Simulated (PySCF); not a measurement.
NMR shielding calculation, with input and output: C3H8FNSi

- system: C3H8FNSi
- method: GIAO PBE0/def2-SVP NMR shielding, non-relativistic, gas phase (PySCF 2.14.0)

The geometry comes from this level: PBE0-D3(BJ)/def2-SVP. Figures and captions count atoms from 1; the log counts them from 0 in places.

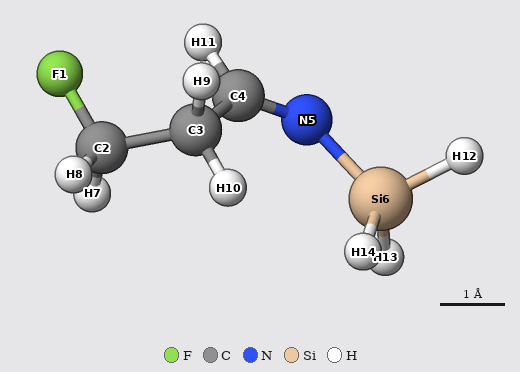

The structure as given in the input (ball-and-stick view, seen at a tilt; atoms are numbered from 1 in the order of the input). Bond lengths as drawn: C–C 1.51 to 1.52 Å, C–F 1.37 Å, C–H 1.10 to 1.11 Å, C–N 1.26 Å, H–Si 1.49 to 1.50 Å and N–Si 1.74 Å.

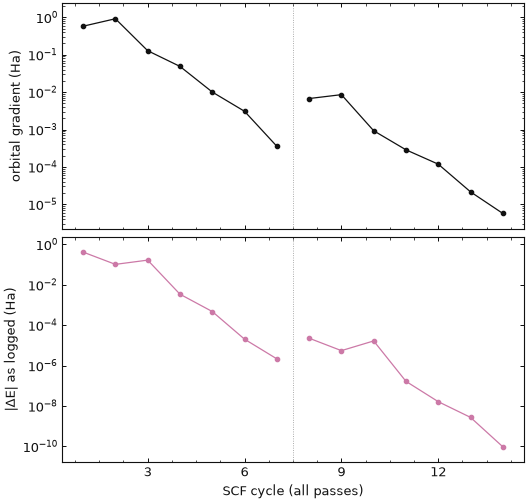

Convergence of the self-consistent field: orbital gradient and size of the energy change against the SCF cycle. The dotted line marks the change from a coarse to the final integration grid. The first 7 cycles use a coarse grid, the final grid takes over at cycle 8, and the field converges after 14 cycles in all.

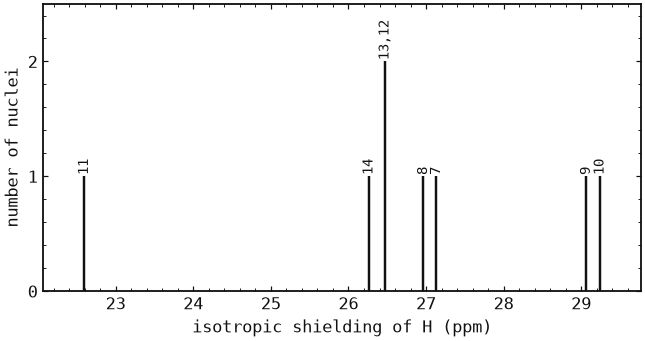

Isotropic shieldings of the hydrogen nuclei in this fixed geometry, labelled by atom number; shielding grows to the right, so chemical shift grows to the left. The least shielded is H11 (22.6 ppm), the most shielded H10 (29.2 ppm).

The input that produced these results follows, with the program's output.

## Input file
```
{"job": {"kind": "nmr", "xc": "PBE0", "basis": "def2-SVP", "pop": true}, "charge": 0, "multiplicity": 1}
F     -3.430533     0.006195     0.422578
C     -2.523617     0.315673    -0.561131
C     -1.268172    -0.517425    -0.392146
C     -0.567829    -0.255585     0.914584
N      0.656382    -0.017666     1.115156
Si     2.041255     0.120559     0.064439
H     -2.295334     1.393870    -0.496457
H     -2.988104     0.118962    -1.542064
H     -1.564129    -1.581999    -0.413668
H     -0.590466    -0.346776    -1.243059
H     -1.246912    -0.285571     1.790565
H      3.034509    -0.898793     0.508831
H      2.605494     1.487371     0.259128
H      1.798184    -0.076252    -1.407412
```

The first line tells a small driver script what to run in PySCF; the rest is the geometry in Å.

Command:
```bash
OMP_NUM_THREADS=1 python <driver script> task.json out
```

## Log
```
coarse grid: 11992 points
cycle   1  E = -562.3381663571  dE =  4.139e-01  |g| = 5.794e-01  |ddm| = 3.620e+00
cycle   2  E = -562.2360129385  dE =  1.022e-01  |g| = 9.170e-01  |ddm| = 1.424e+00
cycle   3  E = -562.4016880176  dE = -1.657e-01  |g| = 1.281e-01  |ddm| = 9.505e-01
cycle   4  E = -562.4050910821  dE = -3.403e-03  |g| = 4.874e-02  |ddm| = 1.471e-01
cycle   5  E = -562.4055630424  dE = -4.720e-04  |g| = 1.007e-02  |ddm| = 4.548e-02
cycle   6  E = -562.4055832157  dE = -2.017e-05  |g| = 3.070e-03  |ddm| = 1.160e-02
cycle   7  E = -562.4055853560  dE = -2.140e-06  |g| = 3.567e-04  |ddm| = 3.159e-03
final grid: 111128 points
cycle   8  E = -562.4754557464  dE = -2.254e-05  |g| = 6.739e-03  |ddm| = 2.297e-02
cycle   9  E = -562.4754502834  dE =  5.463e-06  |g| = 8.559e-03  |ddm| = 1.495e-02
cycle  10  E = -562.4754668011  dE = -1.652e-05  |g| = 9.267e-04  |ddm| = 8.291e-03
cycle  11  E = -562.4754669658  dE = -1.647e-07  |g| = 2.865e-04  |ddm| = 1.019e-03
cycle  12  E = -562.4754669820  dE = -1.622e-08  |g| = 1.184e-04  |ddm| = 3.385e-04
cycle  13  E = -562.4754669847  dE = -2.703e-09  |g| = 2.152e-05  |ddm| = 1.135e-04
cycle  14  E = -562.4754669848  dE = -9.459e-11  |g| = 5.698e-06  |ddm| = 2.953e-05
converged SCF energy = -562.4754669848

GIAO shielding tensors (ppm)
atom      isotropic    diamagn.    paramagn.     s11        s22        s33       span
  0 F      432.129     469.272     -37.143    386.633    438.243    471.510     84.876
  1 C      117.104     244.276    -127.172     81.266     97.305    172.740     91.473
  2 C      155.417     253.412     -97.995    143.228    153.731    169.292     26.064
  3 C       18.861     254.500    -235.640    -74.457     -9.412    140.451    214.909
  4 N      -83.413     323.643    -407.056   -432.617   -104.285    286.663    719.281
  5 Si     479.322     881.279    -401.956    453.655    462.984    521.329     67.674
  6 H       27.133      30.193      -3.060     23.000     27.573     30.827      7.827
  7 H       26.967      27.453      -0.486     22.758     27.337     30.806      8.048
  8 H       29.066      30.598      -1.532     26.223     28.306     32.668      6.444
  9 H       29.241      34.923      -5.681     24.773     29.464     33.488      8.715
 10 H       22.596      30.636      -8.040     19.714     21.606     26.468      6.754
 11 H       26.473      28.983      -2.510     24.114     24.857     30.448      6.333
 12 H       26.467      29.413      -2.947     24.118     24.930     30.353      6.235
 13 H       26.263      30.864      -4.600     22.857     26.043     29.890      7.034
```

## Results in brief

| quantity | value |
| --- | --- |
| outcome | converged |
| total energy | −562.475467 hartree |
| HOMO | −6.84 eV |
| LUMO | −0.75 eV |
| dipole moment | 2.26 D |
| isotropic shielding, F | 432.1 ppm |
| isotropic shielding, C | 18.9 to 155.4 ppm |
| isotropic shielding, N | −83.4 ppm |
| isotropic shielding, Si | 479.3 ppm |
| isotropic shielding, H | 22.6 to 29.2 ppm |
| hardware | 1 CPU thread, shared host |
| wall time | 22 s |
| peak memory | 0.66 GiB |
